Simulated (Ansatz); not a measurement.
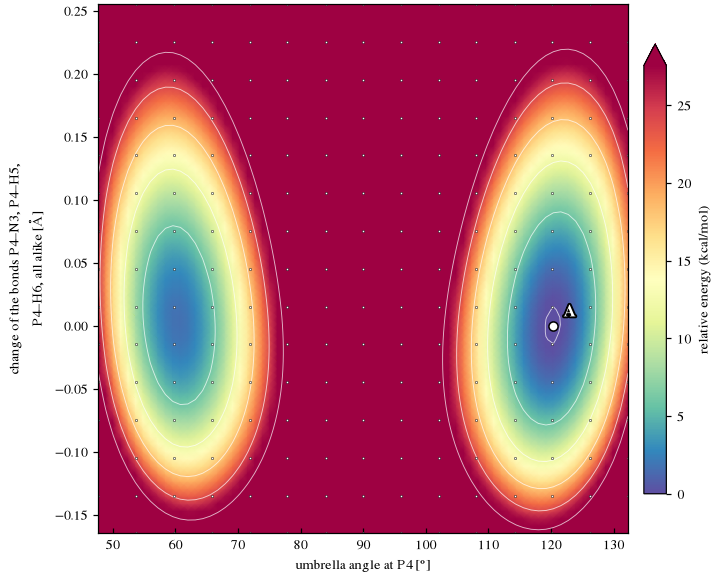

CH2NOP, SMILES O=C=NP. Coordinates scanned: (1) umbrella angle at P4 (between each of its bonds and their common axis; 90 is planar); (2) change of the bonds P4–N3, P4–H5, P4–H6, all alike. Nothing is relaxed (all other coordinates rigid). Grid: 15 × 15 points. Points are written as (first, second). Energies: kcal/mol, counted from the lowest grid point. Level of theory: RHF/def2-TZVP (Ansatz).

Drawn: a smooth colour map with a few white contour lines, dots at the grid points, one colour for all values above the top of the scale, the well A. Between grid points the surface is interpolated.

> Where is the minimum, and how stiff is the well along each coordinate? Take the well at A.

The interpolated minimum is at the first coordinate ≈ 120.3°, the second coordinate ≈ 0.000 Å. The curvatures there are about 37 eV/rad² and 78 eV/Å², with a cross term of about −8 eV/(rad·Å). Round the minimum the two coordinates are weakly coupled (coupling −0.15 in units of the two stiffnesses). (1 eV is 23.1 kcal/mol.)
